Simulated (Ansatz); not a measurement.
**AlBH₅ (doublet): correlated methods under varied settings at distance Al1–H4 along a hydrogen transfer = 1.688 Å**

Aim: run AlBH₅ (doublet) at one geometry under a spread of methods and options, and see what each costs and gives.

Method: the settings change from run to run; program: Ansatz 0.2.0, Gaussian basis.

3 further runs of the same task are left out: 3 that didn't finish.

## Step 1: The system

The geometry derives from fragments relaxed apart (PBE0/def2-TZVP) and kept rigid, so it is no stationary point. A hydrogen atom is moved between rigid fragments.

7 atoms, charge 0, spin multiplicity 2.

Atoms are counted from 1 here; the program's logs count them from 0.

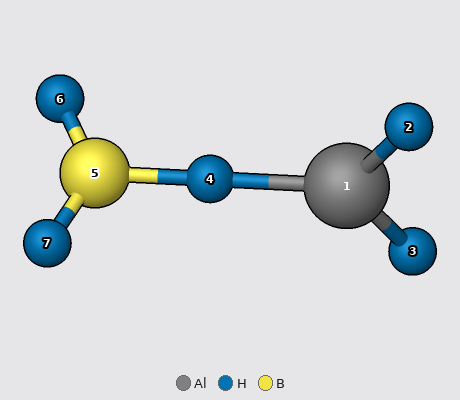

The geometry (aluminium grey, hydrogen blue, boron yellow); atoms are numbered from 1 in the order of the file.

## Step 2: BCCD(T) on UHF/def2-SVP

in.yaml

```yaml
crystal:
  periodic: [false, false, false]
  atoms:
    - {symbol: Al, position_ang: [-0.958607, 0.000000, 0.000000]}
    - {symbol: H, position_ang: [-1.751530, 1.373384, 0.000000]}
    - {symbol: H, position_ang: [-1.751530, -1.373384, 0.000000]}
    - {symbol: H, position_ang: [0.729393, 0.000000, 0.000000]}
    - {symbol: B, position_ang: [2.154393, 0.000000, 0.000000]}
    - {symbol: H, position_ang: [2.663466, 0.000000, 1.077008]}
    - {symbol: H, position_ang: [2.663466, 0.000000, -1.077008]}
basis:
  gaussian: {orbitals: def2-SVP}
magnetization: {spin_polarized: true, initial_magnetization: 1}
correlation: {method: bccd_t, electrons: valence}
scf: {omitted_lower_state_checks: [cluster_reference]}
```

Started as:

```console
$ ansatz run in.yaml --threads 1 --pin off --events-out ev --progress --plain --max-ram 2393MiB
```

Output, shortened:

```text
Functional definition: HF
  name "HF"
  cite "Fock, Z. Phys. 61, 126 (1930) doi:10.1007/BF01340294"
  parent pbe
[...]
564 factors; integrals over basis functions are off by at most 1.3e-3 eV
[...]
mean field -7327.34896013 eV, -269.2751076291 hartree, gradient 3.1e-6 eV, S^2 0.764195; 9 other end points of the search recorded, 0 dependent functions left out
6 core orbitals not correlated: weight in the atoms' cores, before any rotation towards them, 1.000 or more for the frozen orbitals, at most 0.000 for the correlated occupied ones
reference -7327.34896013 eV, -269.2751076291 hartree; 6, 5 occupied and 45, 46 virtual orbitals, 564 factors
second order -4.35214226 eV of doubles, -0.00000000 eV of singles
cycle   1  -5.17557710 eV  change   -8.2e-1 eV  update   6.6e-2
[...]
cycle  11  -5.47290390 eV  change    2.1e-6 eV  update   3.6e-6
perturbative correction -0.11020177 eV, -0.0040498403 hartree
Total energy: -7332.93206580 eV, -269.4802829782 hartree
Checks for a lower state left out: cluster_reference
```

Wall time 4.1 s (1 thread of Arm Neoverse V1, shared host).

From the report: ⟨S²⟩ of the determinant 0.764 (pure doublet: 0.75); correlation -5.5831 eV; largest double amplitude 0.04.

## Step 3: CCSD(T) on UHF/cc-pVDZ

Edit in.yaml of step 2 so:

```diff
@@ -11,5 +11,6 @@
 basis:
-  gaussian: {orbitals: def2-SVP}
+  gaussian: {orbitals: cc-pVDZ, point_charges: [{charge: 1.00, position_ang: [6.093, -0.661, 0.103]}]}
 magnetization: {spin_polarized: true, initial_magnetization: 1}
-correlation: {method: bccd_t, electrons: valence}
-scf: {omitted_lower_state_checks: [cluster_reference]}
+correlation: {method: ccsd_t, electrons: outside_noble_gas, diis_vectors: 2}
+accuracy: high
+output: {forces: true}
```

Launched as before.

Output, shortened:

```text
Functional definition: HF
  name "HF"
  cite "Fock, Z. Phys. 61, 126 (1930) doi:10.1007/BF01340294"
  parent pbe
[...]
1259 factors; integrals over basis functions are off by at most 3.6e-9 eV
[...]
mean field -7330.52663189 eV, -269.3918849124 hartree, gradient 6.4e-8 eV, S^2 0.764620; 6 other end points of the search recorded, 0 dependent functions left out
determinant -7330.52663189 eV, -269.3918849124 hartree, with singles and doubles -7336.10954279 eV, -269.5970531038 hartree
determinant -7329.49474550 eV, -269.3539637873 hartree, with singles and doubles -7335.05170454 eV, -269.5581782652 hartree
determinant -7328.83893800 eV, -269.3298633061 hartree, with singles and doubles -7334.44181841 eV, -269.5357653633 hartree
[...]
second order -4.40847623 eV of doubles, -0.00000000 eV of singles
cycle   1  -5.58295466 eV  change   -4.4e-5 eV  update   3.6e-4
[...]
cycle  34  -5.58303662 eV  change   2.8e-10 eV  update   1.1e-9
perturbative correction -0.10554819 eV, -0.0038788246 hartree
[...]
Total energy: -7336.21521670 eV, -269.6009365485 hartree
Atom 0 at    -0.958607     0.000000     0.000000 Å, force    -0.305008     0.005629    -0.003153 eV/Å
Atom 1 at    -1.751530     1.373384     0.000000 Å, force     0.472044     0.014230     0.000612 eV/Å
Atom 2 at    -1.751530    -1.373384     0.000000 Å, force     0.467321    -0.021944     0.000721 eV/Å
Atom 3 at     0.729393     0.000000     0.000000 Å, force     0.902508    -0.005661     0.004154 eV/Å
Atom 4 at     2.154393     0.000000     0.000000 Å, force    -0.771672    -0.048625    -0.009630 eV/Å
Atom 5 at     2.663466     0.000000     1.077008 Å, force    -0.245309     0.008720     0.560984 eV/Å
Atom 6 at     2.663466     0.000000    -1.077008 Å, force    -0.251078     0.008346    -0.546728 eV/Å
Dipole moment:    -1.282437     0.027719    -0.005138 e Å
```

Wall time 32 s (1 thread of Arm Neoverse V1, shared host); peak memory 0.42 GiB.

From the report: ⟨S²⟩ of the determinant 0.765 (pure doublet: 0.75); correlation -5.6886 eV; T1 0.012; largest double amplitude 0.04.

## Step 4: CISD/cc-pVDZ

Edit in.yaml of step 3 so:

```diff
@@ -11,6 +11,5 @@
 basis:
-  gaussian: {orbitals: cc-pVDZ, point_charges: [{charge: 1.00, position_ang: [6.093, -0.661, 0.103]}]}
-magnetization: {spin_polarized: true, initial_magnetization: 1}
-correlation: {method: ccsd_t, electrons: outside_noble_gas, diis_vectors: 2}
-accuracy: high
+  gaussian: {orbitals: cc-pVDZ}
+magnetization: {spin_polarized: false, initial_magnetization: 1}
+correlation: {active_space: {ras: {orbitals: [11, 1, 45], electrons: 23, max_holes: 2, max_particles: 2}, fixed_orbitals: true}}
 output: {forces: true}
```

Same command.

Output, shortened:

```text
Functional definition: HF
  name "HF"
  cite "Fock, Z. Phys. 61, 126 (1930) doi:10.1007/BF01340294"
  parent pbe
[...]
525 factors; integrals over basis functions are off by at most 1.2e-3 eV
[...]
mean field -7329.85795586 eV, -269.3673115215 hartree, gradient 6.7e-6 eV, S^2 0.750000; 10 other end points of the search recorded, 0 dependent functions left out
reference -7329.85795586 eV, -269.3673115215 hartree; 12, 11 occupied and 45, 46 virtual orbitals, 525 factors
state -7335.26756037 eV, -269.5661108205 hartree
[...]
Total energy: -7335.26756037 eV, -269.5661108205 hartree
Atom 0 at    -0.958607     0.000000     0.000000 Å, force     0.366386    -0.000000     0.000000 eV/Å
Atom 1 at    -1.751530     1.373384     0.000000 Å, force     0.375750    -0.062779    -0.000000 eV/Å
Atom 2 at    -1.751530    -1.373384     0.000000 Å, force     0.375750     0.062779    -0.000000 eV/Å
Atom 3 at     0.729393     0.000000     0.000000 Å, force     0.112911     0.000000    -0.000000 eV/Å
Atom 4 at     2.154393     0.000000     0.000000 Å, force    -0.189275    -0.000000    -0.000000 eV/Å
Atom 5 at     2.663466     0.000000     1.077008 Å, force    -0.520761     0.000000     0.424304 eV/Å
Atom 6 at     2.663466     0.000000    -1.077008 Å, force    -0.520761     0.000000    -0.424304 eV/Å
Dipole moment:    -0.918398     0.000000    -0.000000 e Å
```

Run time: 84 s. Hardware: 1 thread of Arm Neoverse V1, shared host; peak memory 0.5 GiB.

From the report: 170,237 determinants.

## Step 5: The runs in one table

```csv
level,correlated,functions,energy (eV),time
BCCD(T) on UHF/def2-SVP,valence,57,-7332.9321,4.1 s
CCSD(T) on UHF/cc-pVDZ (beside a point charge),outside noble gas,57,-7336.2152,32 s
CISD/cc-pVDZ,all,57,-7335.2676,84 s
```

## Step 6: Summary of results

| quantity | value |
| --- | --- |
| runs | 3 |
| quickest | BCCD(T) on UHF/def2-SVP, 4.1 s |
| slowest | CISD/cc-pVDZ, 84 s |

Total energies in different bases, with other cores or another treatment of relativity can't be set against each other. CISD/cc-pVDZ took 20 times as long as BCCD(T) on UHF/def2-SVP; the jobs differ in more than the method.
